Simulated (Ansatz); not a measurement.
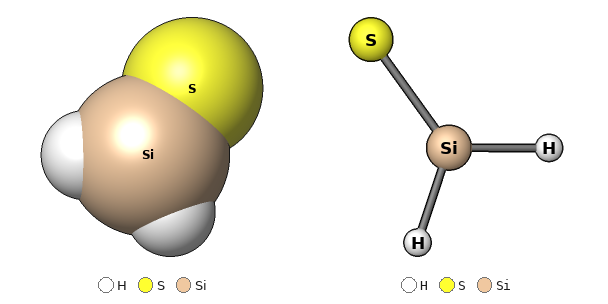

Two views of one molecule.

Computed geometry: PBE0-D4/def2-TZVP optimisation.

What does the picture show?

It has 4 atoms: 2 hydrogen, 1 sulfur and 1 silicon (H₂SSi). The point group is C2v. All atoms lie on one plane. Coordination: 1 Si trigonal planar.

More results for the same structure follow; atom numbers are the same in all pictures, views and colours differ.

### Electronic properties

Properties computed with RKS PBE0-D4/def2-TZVPP (Ansatz 0.2.0).

Question: Estimate the HOMO–LUMO gap.

Answer: 4.64 eV.

Question: What is the HOMO energy (Kohn–Sham orbital)?

Answer: −7.23 eV.

### Vibrations

Harmonic vibrations computed with RKS PBE0-D4/def2-TZVP (Ansatz 0.2.0) at a stationary point of the same level.

Question: List the wavenumbers.

Answer: 6 modes: 619, 641, 739, 1003, 2223, 2234 cm⁻¹.

### Charges

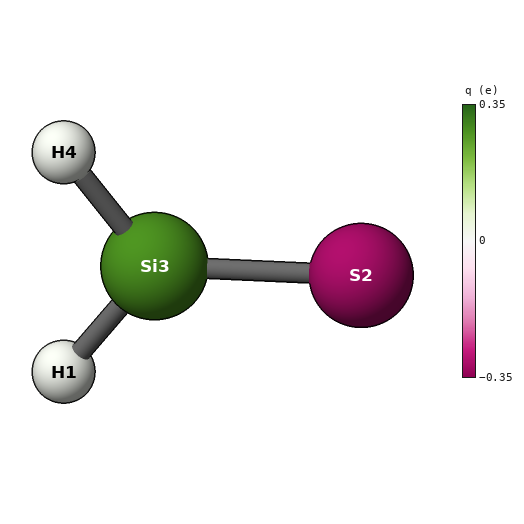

Atoms are coloured by their Mulliken charges. Method: RKS PBE0-D4/def2-TZVP (Ansatz 0.2.0).

List the Mulliken charges.

| atom | value (e) |
| --- | --- |
| H1 | 0.01 |
| S2 | −0.31 |
| Si3 | 0.28 |
| H4 | 0.01 |

### Dipole moment

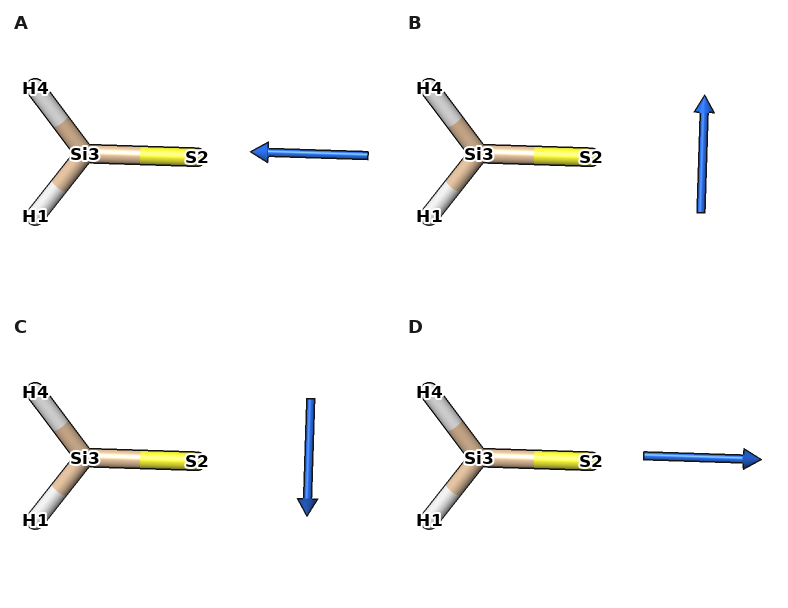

The same molecule four times, each with an arrow. Method: RKS PBE0-D4/def2-TZVP (Ansatz 0.2.0).

Question: Which arrow points along the dipole moment, from the negative to the positive end?

Answer: A. The dipole moment is 2.70 D; it points from the side of S2 to the side of H1, H4 (the outermost atoms at the two ends).

Mulliken values depend strongly on the basis set and can even reverse the polarity of a bond.
